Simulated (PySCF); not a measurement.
# quartet GeH3: levels of theory compared

Aim: a comparison of 4 runs (U-wB97X-V/STO-6G, UM06-2X/STO-6G, UMP2/STO-6G, NEVPT2(5,5)/STO-6G) of quartet GeH3. The job is set up through a Python script.

The results are computed with PySCF 2.14.0.

12 further runs of the same task are left out: 2 that didn't finish, 10 set aside as unsound or not needed.

### 1 The structure to begin with

The species is GeH3 (4 atoms), meant as a quartet with charge 0. SMILES of the parent species: `[GeH3]`. The shape is that of a PBE0-D4/def2-TZVP optimisation. That shape belongs to the parent species and isn't relaxed for this state.

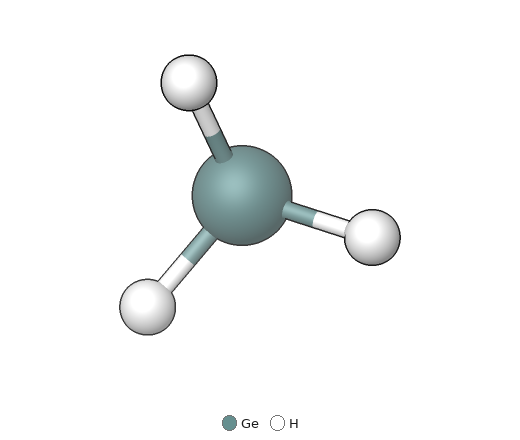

The structure, seen from a chosen angle (germanium teal, hydrogen white).

### 2 The energy at U-wB97X-V/STO-6G (run 1)

The input, run.py:

```python
from pyscf import gto, dft

mol = gto.M(
    atom='''
Ge       0.214600      -0.125900      -0.249400
H        1.055000       0.109600       1.018300
H       -0.882800      -1.175900      -0.000100
H       -0.386800       1.192200      -0.768800
''',
    basis='sto-6g',
    verbose=3,
    spin=3,
    max_memory=1860,
)

mf = dft.UKS(mol, xc='wb97x-v')
mf.nlcgrids.level = 1
mf.conv_tol = 1e-10
mf.grids.level = 5
mf.kernel()
if not mf.converged:
    mf = mf.newton().run(mf.mo_coeff, mf.mo_occ)

e_final = mf.e_tot
print('E(%s) = %.9f' % ('WB97X-V', e_final))
```

Launch:

```sh
$ OMP_NUM_THREADS=1 python run.py
```

Log:

```text
WARN: HOMO 0.0633217462909284 >= LUMO -0.582467462037064

WARN: HOMO 0.124268504297368 >= LUMO -0.0252139012996949

WARN: HOMO 0.104184075194487 >= LUMO -0.087862951119411

WARN: HOMO 0.0980400502969763 >= LUMO -0.0617527700612679

WARN: HOMO 0.0888495148518222 >= LUMO -0.0598756986249554

WARN: HOMO 0.0885955942794365 >= LUMO -0.0582218334729492

WARN: HOMO 0.0789516686128383 >= LUMO -0.0436627708563333

WARN: HOMO 0.0830222549952409 >= LUMO -0.0389170071595082

WARN: HOMO 0.0759259329953934 >= LUMO -0.0310918235835477

WARN: HOMO 0.0891129676752332 >= LUMO -0.0400862968697544

WARN: HOMO 0.0831010922071226 >= LUMO -0.0349208722145077

WARN: HOMO 0.0824607472275363 >= LUMO -0.0341813112034132

WARN: HOMO 0.0814883395972046 >= LUMO -0.0338407413565691

WARN: HOMO 0.0812778359415799 >= LUMO -0.0335989620009114

WARN: HOMO 0.0810798339057668 >= LUMO -0.0335780342612432

WARN: HOMO 0.0808657335426045 >= LUMO -0.0334474339786612

WARN: HOMO 0.0808409582665345 >= LUMO -0.033412739802112

WARN: HOMO 0.0808253366933398 >= LUMO -0.0333759434907349

WARN: HOMO 0.0808435019610876 >= LUMO -0.0333793996615107

WARN: HOMO 0.0808453435786748 >= LUMO -0.0333742608321442

WARN: HOMO 0.0808450859797538 >= LUMO -0.03337866261802

WARN: HOMO 0.0808448625137439 >= LUMO -0.0333784617239284

WARN: HOMO 0.0808435425530383 >= LUMO -0.0333798210886265

WARN: HOMO 0.0808435807878712 >= LUMO -0.033379920369501

WARN: HOMO 0.0808435995923752 >= LUMO -0.0333802201087497

WARN: HOMO 0.0808437279442191 >= LUMO -0.0333801209334995

converged SCF energy = -2066.79697861857  <S^2> = 3.7508589  2S+1 = 4.0004294
E(WB97X-V) = -2066.796978619
```

It took 31 s on 1 thread of Arm Neoverse V2, shared host; peak memory 0.21 GiB.

### 3 A single-point energy at UM06-2X/STO-6G (run 2)

The input, mol.xyz:

```xyz
4

Ge     0.214600    -0.125900    -0.249400
H      1.055000     0.109600     1.018300
H     -0.882800    -1.175900    -0.000100
H     -0.386800     1.192200    -0.768800
```

The input, run.py:

```python
from pyscf import gto, dft

mol = gto.M(
    atom='mol.xyz',
    spin=3,
    basis='sto-6g',
    verbose=3,
    max_memory=1860,
)

ks = dft.UKS(mol, xc='m06-2x')
ks.conv_tol = 1e-10
ks.grids.level = 5
ks.kernel()
if not ks.converged:
    ks = ks.newton().run(ks.mo_coeff, ks.mo_occ)

etot = ks.e_tot
print(f'total energy: {etot:.8f} hartree')
```

Launch:

```sh
$ OMP_NUM_THREADS=1 python run.py
```

Log:

```text
WARN: HOMO 0.0238861211165033 >= LUMO -0.569918594432213

WARN: HOMO 0.160714871334838 >= LUMO -0.0973584898724615

WARN: HOMO 0.147659601685766 >= LUMO -0.11495209822455

WARN: HOMO 0.141331836256477 >= LUMO -0.0931263176677413

WARN: HOMO 0.133438382767495 >= LUMO -0.0902575459051251

WARN: HOMO 0.131095990252917 >= LUMO -0.0862679721442966

WARN: HOMO 0.121540059247187 >= LUMO -0.0743037982560281

WARN: HOMO 0.115552001447516 >= LUMO -0.0666329453427251

WARN: HOMO 0.119411566570813 >= LUMO -0.070832122596085

WARN: HOMO 0.117986059894973 >= LUMO -0.0682056489693924

WARN: HOMO 0.119043712429155 >= LUMO -0.0686252166410837

WARN: HOMO 0.116988039269517 >= LUMO -0.0668397494969847

WARN: HOMO 0.119319694720038 >= LUMO -0.0692016863264623

WARN: HOMO 0.118254022701584 >= LUMO -0.0682139321973955

WARN: HOMO 0.11811025061225 >= LUMO -0.0681281974621974

WARN: HOMO 0.118104879330454 >= LUMO -0.0681199590309706

WARN: HOMO 0.118108327673055 >= LUMO -0.0681154664518911

WARN: HOMO 0.118107813155939 >= LUMO -0.068117926325355

WARN: HOMO 0.118108236141642 >= LUMO -0.0681186260102819

WARN: HOMO 0.118108394729497 >= LUMO -0.0681181961560577

WARN: HOMO 0.118108493045903 >= LUMO -0.0681180046512238

converged SCF energy = -2066.86157909535  <S^2> = 3.7513966  2S+1 = 4.0006982
total energy: -2066.86157910 hartree
```

Run time: 8.7 s. Hardware: 1 thread of Arm Neoverse V2, shared host; peak memory 0.21 GiB.

Run 3 isn't shown in full; the table further down has it.

### 4 A single-point energy at NEVPT2(5,5)/STO-6G (run 4)

The input, calc.py:

```python
import numpy
from pyscf import gto, scf, mp, mcscf, mrpt

molecule = gto.Mole()
molecule.atom = 'Ge 0.214600 -0.125900 -0.249400; H 1.055000 0.109600 1.018300; H -0.882800 -1.175900 -0.000100; H -0.386800 1.192200 -0.768800'
molecule.charge = 0
molecule.basis = 'sto-6g'
molecule.max_memory = 1860
molecule.verbose = 4
molecule.spin = 3
molecule.build()

hf = scf.ROHF(molecule)
hf.conv_tol = 1e-10
hf.kernel()
if not hf.converged:
    hf = hf.newton().run(hf.mo_coeff, hf.mo_occ)

pt = mp.MP2(scf.addons.convert_to_uhf(hf)).run()
noons, natorbs = mcscf.addons.make_natural_orbitals(pt)
print('natural occupations', numpy.round(noons[:40], 4))
cas = mcscf.CASSCF(hf, 5, 5)
cas.fix_spin_(ss=3.75)
cas.natorb = True
cas.kernel(natorbs)
e_pt2 = mrpt.NEVPT(cas).kernel()
etot = cas.e_tot + e_pt2
print(f'total energy: {etot:.8f} hartree')
```

Launch:

```sh
$ OMP_NUM_THREADS=1 python calc.py
```

Log:

```text
PySCF version 2.14.0

[... 68 lines left out ...]
converged SCF energy = -2065.55092997017
[... 33 lines left out ...]
sorting_mo_energy = False
[... 20 lines left out ...]
1-step CASSCF converged in   3 macro ( 32 JK   8 micro) steps
[... 2 lines left out ...]
Natural orbital (expansion on meta-Lowdin AOs) in CAS space
[... 13 lines left out ...]
CASSCF energy = -2065.55808735783
[... 6 lines left out ...]
Natural orbital (expansion on meta-Lowdin AOs) in CAS space
[... 21 lines left out ...]
Nevpt2 Energy = -0.024126016641218
total energy: -2065.58221337 hartree
```

Run time: 0.98 s. Hardware: 1 thread of Arm Neoverse V2, shared host; peak memory 0.12 GiB.

### 5 Overview of the runs

| run | level | nlc grid | integration grid | energy (Eh) | dipole moment (D) of the reference | ⟨S²⟩ | wall time |
| --- | --- | --- | --- | --- | --- | --- | --- |
| 1 | U-wB97X-V/STO-6G | 1 | 5 | -2066.796979 | 1.21 | 3.751 | 31 s |
| 2 | UM06-2X/STO-6G | – | 5 | -2066.861579 | 0.98 | 3.751 | 8.7 s |
| 3 | UMP2/STO-6G | – | – | -2065.577142 | 0.83 | 3.755 | 0.82 s |
| 4 | NEVPT2(5,5)/STO-6G | – | – | -2065.582213 | 0.83 | – | 0.98 s |

### 6 What came out

| quantity | value |
| --- | --- |
| run 4: total energy | -2065.58221 Eh |
| run 4: dipole moment (Hartree–Fock density) | 0.83 D |

What this shows: Totals of different functionals can't be ranked against each other. In runs 1, 2, 3, 4 the basis is minimal, so the values are rough. All runs together took 42 s, the longest 31 s.
